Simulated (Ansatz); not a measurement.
**Geometry relaxation, with input and output: C₂H₉BOSi (part 1 of 2)**

System: C₂H₉BOSi.
Method: UKS B3LYP-D4/6-31G (Ansatz 0.2.0).

It belongs to a series of runs on one base structure; here: start relaxed. Figures and captions count atoms from 1; the log counts them from 0 in places.

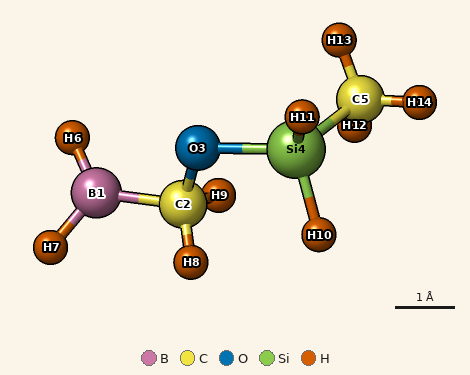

**Figure 1.** The input geometry (ball-and-stick view, seen at a tilt; atoms are numbered from 1 in the order of the input). Bond lengths as drawn: B–C 1.56 Å, B–H 1.16 to 1.22 Å, C–H 1.07 to 1.10 Å, C–O 1.39 Å, C–Si 1.81 Å, H–Si 1.49 to 1.51 Å and O–Si 1.73 Å.

## Input file
```yaml
crystal:
  periodic: [false, false, false]
  atoms:
    - { symbol: B, position_ang: [-0.8629, 2.1483, 1.3425] }
    - { symbol: C, position_ang: [-0.7943, 0.9823, 0.3088] }
    - { symbol: O, position_ang: [-0.277, -0.1195, 0.9706] }
    - { symbol: Si, position_ang: [-0.0029, -1.4232, -0.137] }
    - { symbol: C, position_ang: [1.5209, -1.2605, -1.1043] }
    - { symbol: H, position_ang: [0.0561, 2.6386, 1.8539] }
    - { symbol: H, position_ang: [-1.9397, 2.672, 1.5703] }
    - { symbol: H, position_ang: [-1.7745, 0.777, -0.0763] }
    - { symbol: H, position_ang: [-0.1279, 1.3366, -0.4813] }
    - { symbol: H, position_ang: [-1.209, -1.4736, -1.0471] }
    - { symbol: H, position_ang: [-0.0515, -2.6981, 0.6366] }
    - { symbol: H, position_ang: [1.5125, -0.31, -1.6654] }
    - { symbol: H, position_ang: [2.3216, -1.1903, -0.3925] }
    - { symbol: H, position_ang: [1.6158, -2.1088, -1.7499] }
magnetization:
  spin_polarized: true
basis:
  gaussian: { orbitals: "6-31G" }
hamiltonian:
  xc: b3lyp
  dispersion: d4
relax:
  f_tol: 0.02
  max_steps: 40
```

Command:
```bash
ansatz run input.yaml --threads 2 --pin off --max-ram 3072MiB --backend cpu --events-out ev --progress --plain --runs-dir out
```

## Output
```
The last accepted step is kept in [file] (removed where the run ends without a failure and the disk answers)
Engine: ansatz 0.2.0, aarch64-unknown-linux-gnu
Functional definition: B3LYP
  parameter a0 = 0.2
  parameter ax = 0.72
  parameter ac = 0.81
  exchange = (1 - a0 - ax)*slater_x + ax*b88_x + a0*exact_x
  correlation = (1 - ac)*vwn_rpa_c + ac*lyp_c
957 factors; integrals over basis functions are off by at most 2.2e-4 eV
mean field evaluation 1: about -12811.1187 eV, gradient 4.2e1 eV
mean field evaluation 2: about -12802.4262 eV, gradient 6.2e1 eV
mean field evaluation 4: about -12818.8926 eV, gradient 2.4e0 eV
mean field evaluation 8: about -12818.9649 eV, gradient 7.4e-2 eV
mean field -12818.96494104 eV, -471.0882725768 hartree, gradient 2.0e-5 eV, S^2 0.000000; 0 other end points of the search recorded, 0 dependent functions left out
the calculation of the forces begins
reference -12818.96520824 eV, -471.0882823962 hartree; 24, 24 occupied and 43, 43 virtual orbitals, 957 factors
relax step   1: F+E_penalty+E_count = -12819.38817454 eV  Δ(F+E_penalty+E_count) = +0.000e0 eV  max|allowed force component| = 2.800e0 eV/Å  Δτ_max = 0.0000 Å  (27 SCF iters, accepted)
these checks for a lower state are left out or cut short: starts, cluster_reference, orbital_swaps, neighbouring_geometries, increment
957 factors; integrals over basis functions are off by at most 2.1e-4 eV
mean field evaluation 16: about -12819.2010 eV, gradient 3.9e0 eV
mean field -12819.39893480 eV, -471.1042215532 hartree, gradient 1.1e-5 eV, S^2 0.000000; 0 other end points of the search recorded, 0 dependent functions left out
[... from here on the field's lines of each further geometry are left out, up to the last ...]
relax step   2: F+E_penalty+E_count = -12819.81330706 eV  Δ(F+E_penalty+E_count) = -4.251e-1 eV  max|allowed force component| = 1.146e0 eV/Å  Δτ_max = 0.1792 Å  (29 SCF iters, accepted)
relax step   3: F+E_penalty+E_count = -12819.88083595 eV  Δ(F+E_penalty+E_count) = -6.753e-2 eV  max|allowed force component| = 7.259e-1 eV/Å  Δτ_max = 0.1549 Å  (30 SCF iters, accepted)
relax step   4: F+E_penalty+E_count = -12819.96918611 eV  Δ(F+E_penalty+E_count) = -8.835e-2 eV  max|allowed force component| = 3.620e-1 eV/Å  Δτ_max = 0.1999 Å  (29 SCF iters, accepted)
relax step   5: F+E_penalty+E_count = -12820.01448382 eV  Δ(F+E_penalty+E_count) = -4.530e-2 eV  max|allowed force component| = 2.616e-1 eV/Å  Δτ_max = 0.1999 Å  (28 SCF iters, accepted)
relax step   6: F+E_penalty+E_count = -12820.03076381 eV  Δ(F+E_penalty+E_count) = -1.628e-2 eV  max|allowed force component| = 4.332e-1 eV/Å  Δτ_max = 0.1972 Å  (28 SCF iters, accepted)
relax step   7: F+E_penalty+E_count = -12820.05745431 eV  Δ(F+E_penalty+E_count) = -2.669e-2 eV  max|allowed force component| = 6.944e-2 eV/Å  Δτ_max = 0.1552 Å  (30 SCF iters, accepted)
relax step   8: F+E_penalty+E_count = -12820.05407370 eV  Δ(F+E_penalty+E_count) = +3.381e-3 eV  max|allowed force component| = 2.081e-1 eV/Å  Δτ_max = 0.1998 Å  (30 SCF iters, rejected (line search))
relax step   9: F+E_penalty+E_count = -12820.06143452 eV  Δ(F+E_penalty+E_count) = -3.980e-3 eV  max|allowed force component| = 1.719e-1 eV/Å  Δτ_max = 0.0983 Å  (28 SCF iters, accepted)
relax step  10: F+E_penalty+E_count = -12820.06665025 eV  Δ(F+E_penalty+E_count) = -5.216e-3 eV  max|allowed force component| = 6.644e-2 eV/Å  Δτ_max = 0.0999 Å  (28 SCF iters, accepted)
relax step  11: F+E_penalty+E_count = -12820.06915630 eV  Δ(F+E_penalty+E_count) = -2.506e-3 eV  max|allowed force component| = 1.777e-1 eV/Å  Δτ_max = 0.1439 Å  (30 SCF iters, accepted)
relax step  12: F+E_penalty+E_count = -12820.07102988 eV  Δ(F+E_penalty+E_count) = -1.874e-3 eV  max|allowed force component| = 1.041e-1 eV/Å  Δτ_max = 0.0187 Å  (25 SCF iters, accepted)
relax step  13: F+E_penalty+E_count = -12820.07249929 eV  Δ(F+E_penalty+E_count) = -1.469e-3 eV  max|allowed force component| = 5.548e-2 eV/Å  Δτ_max = 0.0543 Å  (29 SCF iters, accepted)
relax step  14: F+E_penalty+E_count = -12820.07294218 eV  Δ(F+E_penalty+E_count) = -4.429e-4 eV  max|allowed force component| = 5.944e-2 eV/Å  Δτ_max = 0.0675 Å  (28 SCF iters, accepted)
relax step  15: F+E_penalty+E_count = -12820.07300337 eV  Δ(F+E_penalty+E_count) = -6.120e-5 eV  max|allowed force component| = 6.909e-2 eV/Å  Δτ_max = 0.0403 Å  (29 SCF iters, accepted)
the calculation of the forces begins
reference -12819.66722489 eV, -471.1140810321 hartree; 24, 24 occupied and 43, 43 virtual orbitals, 957 factors
relax step  16: F+E_penalty+E_count = -12820.07333828 eV  Δ(F+E_penalty+E_count) = -3.349e-4 eV  max|allowed force component| = 1.696e-2 eV/Å  Δτ_max = 0.0176 Å  (25 SCF iters, accepted)
957 factors; integrals over basis functions are off by at most 2.3e-4 eV
mean field evaluation 128: about -12819.6669 eV, gradient 7.0e-2 eV
```

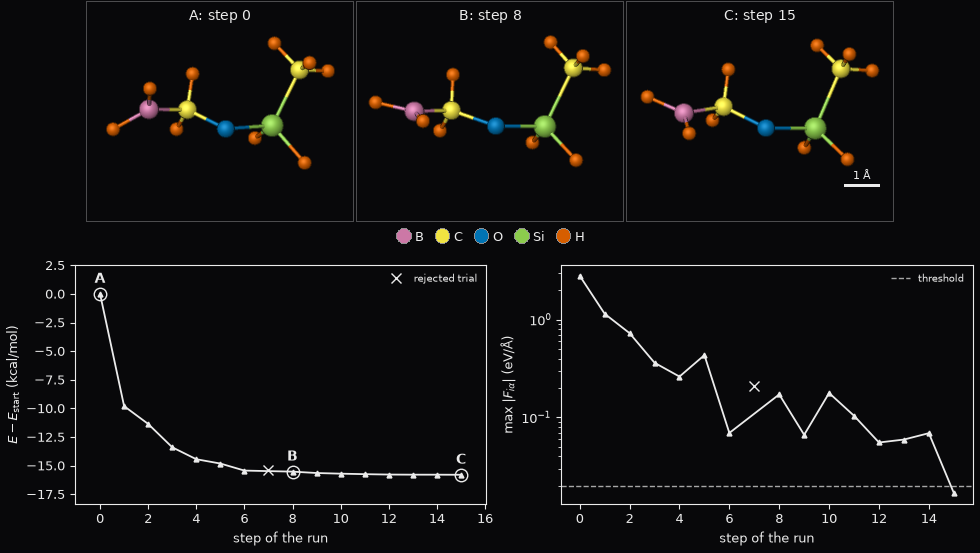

**Figure 2.** Frames of the relaxation (ball-and-stick view, seen at a tilt) above the curves, on which the letters mark them (the first geometry is step 0 here and step 1 in the log).

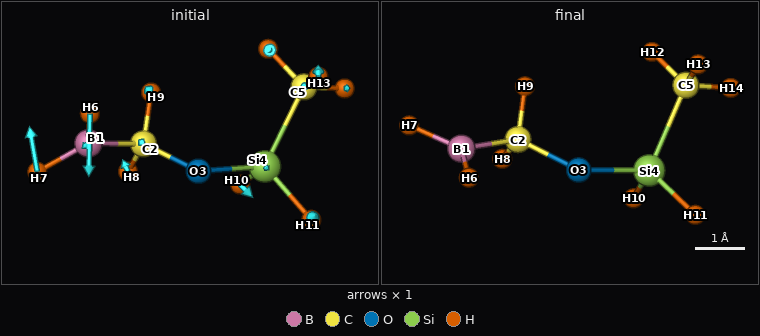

**Figure 3.** Before (left) and after (right) the relaxation, at one scale (ball-and-stick view, seen at a tilt). The teal arrows give the displacements, at true length. H6 moves most after the best rigid fit: 1.31 Å. Largest moves by element: H 1.31 Å, B 0.18 Å, C 0.17 Å, Si 0.12 Å, O 0.07 Å. Among the contacts that change: Si4–C5 1.812 → 1.907 Å, C2–O3 1.385 → 1.454 Å, C2–H8 1.073 → 1.110 Å, B1–H6 1.160 → 1.191 Å. Among the angles that change: C2–O3–Si4 110.6° → 122.9°, H8–C2–H9 111.1° → 104.5°, B1–C2–O3 107.1° → 112.9°. Over 15 geometry steps the energy falls by 15.8 kcal/mol. Largest force component: 2.8 eV/Å at the start, 0.017 eV/Å at the end. The line search rejected the trial step at point 7 (counted from 0) and went back. (Atoms are counted from 1 in the order of the input.)

```
mean field -12819.66695328 eV, -471.1140710508 hartree, gradient 6.8e-6 eV, S^2 0.000000; 1 other end points of the search recorded, 0 dependent functions left out
the calculation of the forces begins
reference -12819.66722489 eV, -471.1140810321 hartree; 24, 24 occupied and 43, 43 virtual orbitals, 957 factors
Total energy: -12820.07360988 eV, -471.1290154053 hartree
Atom 0 at    -1.011552     2.211095     1.450581 Å, force     0.008585    -0.005064    -0.004581 eV/Å
Atom 1 at    -0.759218     1.130966     0.359711 Å, force     0.000784     0.003135    -0.009164 eV/Å
Atom 2 at    -0.275675    -0.125800     0.908604 Å, force    -0.003465    -0.001478    -0.014235 eV/Å
Atom 3 at     0.024682    -1.533353    -0.071961 Å, force    -0.010259     0.006303     0.005815 eV/Å
Atom 4 at     1.496368    -1.288647    -1.260316 Å, force     0.004192     0.000945     0.000690 eV/Å
Atom 5 at    -0.809342     1.998383     2.605304 Å, force    -0.004993     0.002647    -0.004918 eV/Å
Atom 6 at    -1.415700     3.282502     1.099382 Å, force    -0.000323    -0.004796    -0.000117 eV/Å
Atom 7 at    -1.696404     0.977673    -0.214658 Å, force     0.016964    -0.000267     0.011235 eV/Å
Atom 8 at    -0.042918     1.542761    -0.381087 Å, force    -0.014958    -0.005102     0.016304 eV/Å
Atom 9 at    -1.217007    -1.860441    -0.872960 Å, force     0.004972     0.001070     0.004171 eV/Å
Atom 10 at     0.305703    -2.625748     0.912107 Å, force    -0.000473     0.004519    -0.003490 eV/Å
Atom 11 at     1.313612    -0.472433    -1.967337 Å, force    -0.000061    -0.001208     0.000186 eV/Å
Atom 12 at     2.409023    -1.061288    -0.700371 Å, force     0.000096    -0.000001    -0.001428 eV/Å
Atom 13 at     1.665628    -2.204870    -1.838100 Å, force    -0.001059    -0.000703    -0.000467 eV/Å
Dipole moment:     0.067772     0.020708    -0.461373 e Å
```

## Trajectory as extended XYZ (Å, eV, eV/Å), 16 frames, from step=1 to step=16
```
14
Properties=species:S:1:pos:R:3:forces:R:3 step=1 energy=-12819.38818
B    -0.8629    2.1483    1.3425   -1.4939   0.7495  -0.0025
C    -0.7943    0.9823    0.3088   -0.4646   2.8004   0.0872
O    -0.2770   -0.1195    0.9706    1.1338  -2.2258   1.0098
Si   -0.0029   -1.4232   -0.1370   -1.8640  -1.4493   0.6331
C     1.5209   -1.2605   -1.1043    0.4801   1.4430  -0.3143
H     0.0561    2.6386    1.8539    0.8732   0.0083   0.4167
H    -1.9397    2.6720    1.5703    0.3671  -0.1679  -0.0193
H    -1.7745    0.7770   -0.0763   -0.6844  -0.2081  -0.7063
H    -0.1279    1.3366   -0.4813    0.0414   0.0896  -0.7261
H    -1.2090   -1.4736   -1.0471    0.0039   0.1206  -0.0208
H    -0.0515   -2.6981    0.6366    0.1971  -0.0464   0.2161
H     1.5125   -0.3100   -1.6654    0.1188  -0.4388  -0.1480
H     2.3216   -1.1903   -0.3925    0.9139  -0.1898   0.1783
H     1.6158   -2.1088   -1.7499    0.3776  -0.4853  -0.6041
14
Properties=species:S:1:pos:R:3:forces:R:3 step=2 energy=-12819.81331
B    -0.8981    2.2204    1.3487   -0.1276  -0.1506   0.8664
C    -0.8417    1.0588    0.2871   -0.1880   1.1461  -0.1444
O    -0.2930   -0.1122    0.9137    0.3412  -0.5784   0.2811
Si   -0.0300   -1.4848   -0.1347   -0.6370  -0.2716   0.4207
C     1.5475   -1.2892   -1.1030    0.4524   0.4724  -0.2962
H     0.0764    2.5254    1.9913   -0.1454  -0.0933  -0.2955
H    -1.9433    2.7533    1.6338    0.2407   0.1108  -0.2718
H    -1.8279    0.8456   -0.1280   -0.2391  -0.1617  -0.1838
H    -0.2110    1.4139   -0.5490    0.0432  -0.0332  -0.1887
H    -1.2300   -1.5163   -1.0541    0.0437  -0.1269  -0.0283
H     0.0124   -2.7161    0.7279   -0.0117   0.1305  -0.0051
H     1.5396   -0.3745   -1.7114   -0.0434  -0.1245  -0.0041
H     2.4022   -1.2130   -0.4290    0.1230  -0.1048   0.0581
H     1.6841   -2.1405   -1.7643    0.1480  -0.2147  -0.2083
14
Properties=species:S:1:pos:R:3:forces:R:3 step=3 energy=-12819.88084
B    -0.9504    2.1937    1.4626    0.3312   0.7259  -0.4836
C    -0.8900    1.1145    0.3017   -0.2298   0.0259   0.2197
O    -0.2956   -0.1028    0.8742    0.0323  -0.0993  -0.1954
Si   -0.0328   -1.5074   -0.1458    0.0390   0.1557   0.2121
C     1.5843   -1.3244   -1.1301    0.2727  -0.0800  -0.1859
H     0.0720    2.4733    2.0602   -0.5414  -0.3669  -0.0141
H    -1.9313    2.9049    1.6045    0.3696  -0.4068   0.0670
H    -1.8771    0.8807   -0.1332    0.0586  -0.0547   0.0888
H    -0.2809    1.5104   -0.5436   -0.0311   0.0241   0.2496
H    -1.2213   -1.6035   -1.0769    0.0452  -0.0911  -0.0063
H     0.0343   -2.6965    0.7764   -0.0342   0.1319  -0.0706
H     1.5742   -0.4358   -1.7714   -0.0610   0.0297   0.0487
H     2.4549   -1.2448   -0.4640   -0.1841  -0.0046  -0.0040
H     1.7469   -2.1915   -1.7858   -0.0671   0.0103   0.0739
14
Properties=species:S:1:pos:R:3:forces:R:3 step=4 energy=-12819.96919
B    -0.9535    2.2204    1.4410    0.0270   0.1009   0.1311
C    -0.9281    1.1395    0.3212    0.0939  -0.3620   0.0812
O    -0.2308   -0.0541    0.8261   -0.1643   0.0566  -0.1487
Si   -0.0101   -1.4794   -0.1586    0.0696   0.1360  -0.0211
C     1.6066   -1.3523   -1.1582    0.0436  -0.0741  -0.0071
H     0.0014    2.3097    2.1508   -0.1003   0.0285   0.0920
H    -1.8751    2.9787    1.5491    0.1073   0.0509  -0.0473
H    -1.9227    0.8578   -0.0588    0.0558   0.0315  -0.0443
H    -0.3630    1.5785   -0.5259   -0.1098   0.0700  -0.1157
H    -1.1855   -1.6310   -1.1000   -0.0164  -0.0004   0.0482
H     0.0307   -2.6157    0.8117    0.0274  -0.0742   0.0046
H     1.5989   -0.4826   -1.8236   -0.0191   0.0143   0.0185
H     2.4535   -1.2524   -0.4715    0.0199   0.0129  -0.0320
H     1.7650   -2.2463   -1.7744   -0.0347   0.0092   0.0404
```
